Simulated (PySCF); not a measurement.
**C7H13ClOSi: density, localisation and related maps**

The calculation's input:

```
{"job": {"kind": "nmr", "xc": "PBE0", "basis": "pcSseg-1"}, "charge": 0, "multiplicity": 1}
C     -4.839048     0.099967     0.309634
C     -3.466355    -0.363569     0.309285
C     -2.334551    -0.758225     0.313384
C     -0.968849    -1.226975     0.332214
Si     0.266333     0.218943     0.302303
C      0.152450     1.105740    -1.396894
Cl     1.196251     2.557505    -1.406424
O      1.687718    -0.524255     0.491476
C      3.006366    -0.028619     0.473825
C      3.956631    -1.136587     0.048132
H     -5.481063    -0.625397    -0.190246
H     -5.187567     0.230227     1.334172
H     -4.913339     1.054533    -0.211313
H     -0.813004    -1.817622     1.235747
H     -0.809044    -1.891170    -0.520031
H      0.001094     1.229770     1.330244
H     -0.852446     1.449991    -1.626974
H      0.498486     0.482401    -2.219923
H      3.254193     0.321203     1.482051
H      3.079595     0.820278    -0.211535
H      3.728947    -1.452906    -0.966415
H      3.850107    -1.991798     0.710375
H      4.982343    -0.780432     0.086994
```

Run with:

```sh
OMP_NUM_THREADS=1 python probes_run.py task.json out
```

Geometry: GFN2-xTB.

These are results of PBE0/pcSseg-1, SCF density, gas phase, non-relativistic in PySCF, not measurements.

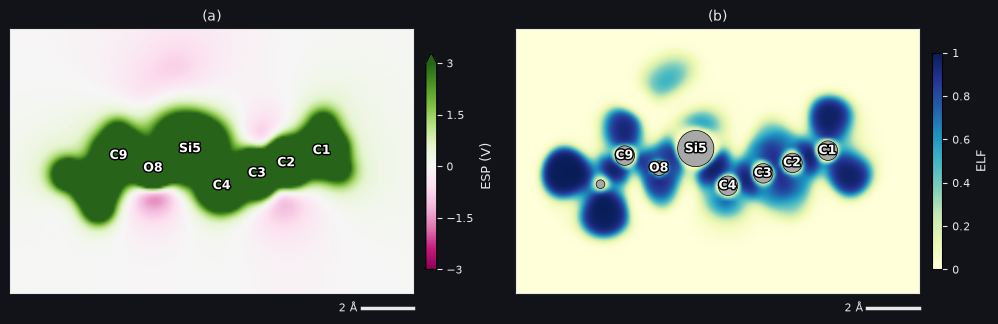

Figure 1. (a) molecular electrostatic potential; (b) ELF on the plane of atoms C3, C4 and Si5. Grey discs cover the atomic cores in the ELF map.

Q: Describe what can be read from this map.

A: The section cuts through C, Si and O sites.
C–C (1.20 Å): the ELF peaks at about 0.80 between the atoms; a short, multiple covalent bond.
C–O (1.41 Å): the ELF peaks at about 0.90 between the atoms (a shared but strongly polarised pair).
Si–O (1.62 Å): the ELF peaks at about 0.85 between the atoms; a short, strongly polar bond.
C–Si (1.90 Å): the ELF peaks at about 0.95 between the atoms (a covalent bond).
The ELF also peaks beside O8, away from the bonds: lone-pair regions.
Outside the dense part of the molecule the potential is most negative (−1.6 V) near O8.

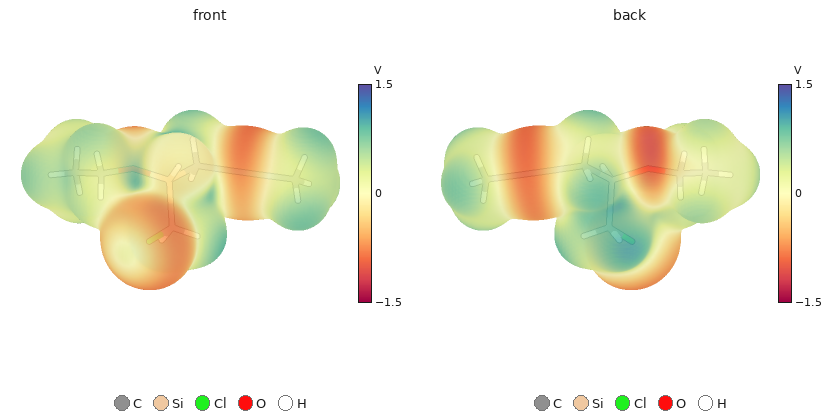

Figure 2. The molecular electrostatic potential painted on the density surface at 0.002 e/bohr³, seen from the front and from behind; the colour scale runs from red (negative) to blue (positive).

Q: Describe the electrostatic potential map.

A: The most negative region (about −1.0 V) lies over O8, the most positive (about +1.0 V) over Si5 and H18. O8 is the likeliest acceptor of a hydrogen bond.

Q: How polar is the molecule by this calculation?

A: Its dipole moment is 1.06 D.
